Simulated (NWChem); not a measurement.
# One shape, several levels: CH3BCl (SMILES C[B]Cl)

Aim: a comparison of 5 runs (UHF/6-31G*, UHF/def2-SVP, U-wB97X/cc-pVDZ, UPBE/pcseg-1, UPBE0/def2-SVP) of CH3BCl. 

The results are computed with NWChem 7.3.0.

**1. Starting point**

CH3BCl: 6 atoms, total charge 0, spin state doublet. As SMILES, `C[B]Cl`. The coordinates come from a PBE0-D4/def2-TZVP relaxation.

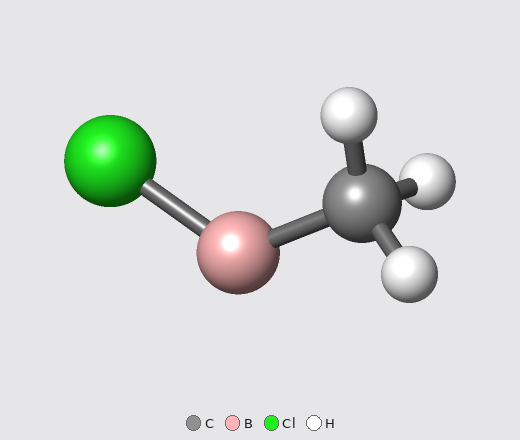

The structure, seen from a chosen angle (carbon grey, boron pink, chlorine green, hydrogen white).

**2. Energy and gradient at UHF/6-31G(d) (spherical functions) (run 1)**

Contents of run.py:

```python
from ase import Atoms
from ase.calculators.nwchem import NWChem

atoms = Atoms('CBClHHH', positions=[
    [-0.289900, 0.325200, -0.312400],
    [0.195300, -1.059500, 0.167700],
    [1.467800, -1.355700, 1.297800],
    [-1.073500, 0.641700, 0.390700],
    [0.494200, 1.088800, -0.289700],
    [-0.752000, 0.295400, -1.300400],
])

calc = NWChem(
    label='work',
    theory='scf',
    memory='2200 mb',
    basis='6-31G*',
    basispar='spherical bse',
    scf={'nopen': '1', 'uhf': None, 'thresh': '1e-08', 'maxiter': '80'},
)
atoms.calc = calc

forces = atoms.get_forces()
e = atoms.get_potential_energy()
print(f"E = {e:.6f} eV")
print("forces (eV/A):")
for s, f in zip(atoms.symbols, forces):
    print(f"{s:2s} {f[0]:10.5f} {f[1]:10.5f} {f[2]:10.5f}")
```

Launch:

```console
$ export ASE_NWCHEM_COMMAND="nwchem PREFIX.nwi > PREFIX.nwo"
$ python run.py
```

Output:

```text
E = -14252.301479 eV
forces (eV/A):
C    -0.24066    0.72994   -0.09493
B    -0.28498   -0.50332   -0.27485
Cl    0.43755   -0.05728    0.38834
H     0.18157   -0.02314   -0.17771
H    -0.23567   -0.16722   -0.05245
H     0.14223    0.02108    0.21165
```

The calculator wrote work.nwi:

```
title "work"

permanent_dir work

scratch_dir work

start work

geometry units angstrom nocenter noautosym noautoz
  C  -2.8989999999999999e-01 3.2519999999999999e-01 -3.1240000000000001e-01
  B  1.9530000000000000e-01 -1.0595000000000001e+00 1.6769999999999999e-01
  Cl 1.4678000000000000e+00 -1.3556999999999999e+00 1.2978000000000001e+00
  H  -1.0734999999999999e+00 6.4170000000000005e-01 3.9069999999999999e-01
  H  4.9419999999999997e-01 1.0888000000000000e+00 -2.8970000000000001e-01
  H  -7.5200000000000000e-01 2.9540000000000000e-01 -1.3004000000000000e+00
end

memory 2200 mb

basis spherical bse noprint
   * library 6-31G*
end

scf
  nopen 1
  uhf
  thresh 1e-08
  maxiter 80
end

task scf gradient
```

work.nwo:

```text
Northwest Computational Chemistry Package (NWChem) 7.3.0
             --------------------------------------------------------

           Job information
           ---------------

    nwchem branch   = 7.3.0
    use scalapack   = T
    input           = work.nwi
    prefix          = work.
    data base       = work/work.db
    status          = startup
    nproc           =        1

           Memory information
           ------------------

[... 5 lines left out ...]
    hardfail = no
[... 124 lines left out ...]
 1-e energy   =    -870.153559
[... 9 lines left out ...]
 Convergence threshold     :          1.000E-08
[... 16 lines left out ...]
      One electron energy =   -871.868407486437
[... 9 lines left out ...]
          Final alpha eigenvalues
[... 226 lines left out ...]
                     UHF Final Beta Molecular Orbital Analysis
[... 251 lines left out ...]
                 ----------------------------------------
                 |  Time  |  1-e(secs)   |  2-e(secs)   |
                 ----------------------------------------
                 |  CPU   |       0.00   |       1.98   |
                 ----------------------------------------
                 |  WALL  |       0.00   |       1.98   |
                 ----------------------------------------

 Task  times  cpu:        8.3s     wall:        8.3s
 Total times  cpu:        8.3s     wall:        8.3s
```

It took 9.6 s on 1 thread of Intel Xeon Platinum 8488C (Sapphire Rapids), shared host; peak memory 0.098 GiB.

**3. Energy and gradient at UHF/def2-SVP (run 2)**

Contents of geom.nw:

```
start geom
title "CH3BCl hf"
memory 2200 mb

geometry noautosym nocenter noautoz
  C       -0.289900       0.325200      -0.312400
  B        0.195300      -1.059500       0.167700
  Cl       1.467800      -1.355700       1.297800
  H       -1.073500       0.641700       0.390700
  H        0.494200       1.088800      -0.289700
  H       -0.752000       0.295400      -1.300400
end

basis spherical bse
  * library def2-SVP
end

scf
  nopen 1
  uhf
  thresh 1e-08
  maxiter 80
end

task scf gradient
```

Launch:

```console
$ nwchem geom.nw > geom.out
```

Output:

```text
[...]
  functions       =    61
[...]
  wavefunction    = UHF
[...]
         Total SCF energy =   -523.592820421118
      One electron energy =   -871.525510761638
      Two electron energy =    271.903333116836
 Nuclear repulsion energy =     76.029357223684
                       Sz =      0.5000
                 Sz(Sz+1) =      0.7500
                      S^2 =      0.7537
[...]
                         UHF ENERGY GRADIENTS
    atom               coordinates                        gradient
                 x          y          z           x          y          z
   1 C      -0.547832   0.614539  -0.590350    0.003887  -0.011194   0.002005
   2 B       0.369063  -2.002165   0.316907    0.006039   0.008293   0.005269
   3 Cl      2.773740  -2.561902   2.452486   -0.009147   0.001651  -0.008073
   4 H      -2.028621   1.212637   0.738316   -0.000869   0.000260   0.000562
   5 H       0.933903   2.057534  -0.547454    0.000937   0.000974   0.000484
   6 H      -1.421074   0.558225  -2.457400   -0.000847   0.000016  -0.000247
[...]
```

Run time: 7.5 s. Hardware: 1 thread of Intel Xeon Platinum 8488C (Sapphire Rapids), shared host; peak memory 0.099 GiB.

Runs 3 to 4 aren't shown in full; the table further down has their settings and results.

**4. Energy and gradient at UPBE0/def2-SVP (run 5)**

Contents of mol.nw:

```
start mol
title "CH3BCl"
memory 2200 mb
geometry units angstroms noautosym nocenter noautoz
C     -0.289900     0.325200    -0.312400
B      0.195300    -1.059500     0.167700
Cl     1.467800    -1.355700     1.297800
H     -1.073500     0.641700     0.390700
H      0.494200     1.088800    -0.289700
H     -0.752000     0.295400    -1.300400
end
basis spherical bse
* library def2-SVP
end
dft
xc pbe0
mult 2
grid xfine
convergence energy 1e-08
iterations 100
mulliken
noprint "final vectors analysis"
end
task dft gradient
```

Launch:

```console
$ nwchem mol.nw > mol.out
```

Output:

```text
[...]
          Wavefunction type:  spin polarized.
          No. of atoms     :     6
          No. of electrons :    31
[...]
          Charge           :     0
          Spin multiplicity:     2
[...]
          AO basis - number of functions:    61
[...]
              XC Information
              --------------
                         PBE0 Method XC Functional
                     Hartree-Fock (Exact) Exchange  0.250
          PerdewBurkeErnzerhof Exchange Functional  0.750
            Perdew 1991 LDA Correlation Functional  1.000 local
           PerdewBurkeErnz. Correlation Functional  1.000 non-local
[...]
 d= 0,ls=0.0,diis     1   -524.4593753301 -6.00D+02  9.49D-03  6.87D-02     2.4
[...]
 d= 0,ls=0.0,diis    10   -524.5016091183 -9.88D-09  1.21D-06  3.57D-09    22.9
[...]
         Total DFT energy =     -524.501609118280
      One electron energy =     -871.749175904137
           Coulomb energy =      309.803691433088
    Exchange-Corr. energy =      -38.585481870915
 Nuclear repulsion energy =       76.029357223684
[...]
      <S2> =      0.7522 (Exact =     0.7500)
[...]
  wavefunction    = open shell
                         DFT ENERGY GRADIENTS
    atom               coordinates                        gradient
                 x          y          z           x          y          z
   1 C      -0.547832   0.614539  -0.590350   -0.001420   0.001660  -0.000686
   2 B       0.369063  -2.002165   0.316907    0.002551   0.002478   0.001723
   3 Cl      2.773740  -2.561902   2.452486   -0.003341   0.000715  -0.002897
   4 H      -2.028621   1.212637   0.738316    0.003534  -0.001156  -0.003197
   5 H       0.933903   2.057534  -0.547454   -0.003867  -0.003934  -0.000148
   6 H      -1.421074   0.558225  -2.457400    0.002543   0.000237   0.005204
[...]
```

It took 28 s on 1 thread of Intel Xeon Platinum 8488C (Sapphire Rapids), shared host; peak memory 0.13 GiB.

**5. The series**

| run | level | iteration cap | module | energy (Eh) | dipole moment (D) | HOMO energy (eV) | LUMO energy (eV) | wall time |
| --- | --- | --- | --- | --- | --- | --- | --- | --- |
| 1 | UHF/6-31G* (spherical functions) | 80 | scf | -523.762423 | 1.58 | -9.04 | 2.59 | 9.6 s |
| 2 | UHF/def2-SVP | 80 | scf | -523.592820 | 1.35 | -8.96 | 2.41 | 7.5 s |
| 3 | U-wB97X/cc-pVDZ | 100 | dft | -524.914422 | 1.49 | -7.86 | 0.21 | 66 s |
| 4 | UPBE/pcseg-1 | 100 | dft | -524.612020 | 1.52 | -4.44 | -2.44 | 32 s |
| 5 | UPBE0/def2-SVP | 100 | dft | -524.501609 | 1.38 | – | – | 28 s |

**6. Summary of results**

| quantity | value |
| --- | --- |
| run 5: total energy | -524.50161 Eh |
| run 5: dipole moment | 1.38 D |
| run 5: ⟨S²⟩ | 0.752 |
| run 5: largest force on an atom | 0.298 eV/Å |

What this shows: The dipole moment (its size) runs from 1.35 D (UHF/def2-SVP) to 1.58 D (UHF/6-31G*). Totals of different functionals can't be ranked against each other. All runs together took 2.4 min, the longest 66 s.
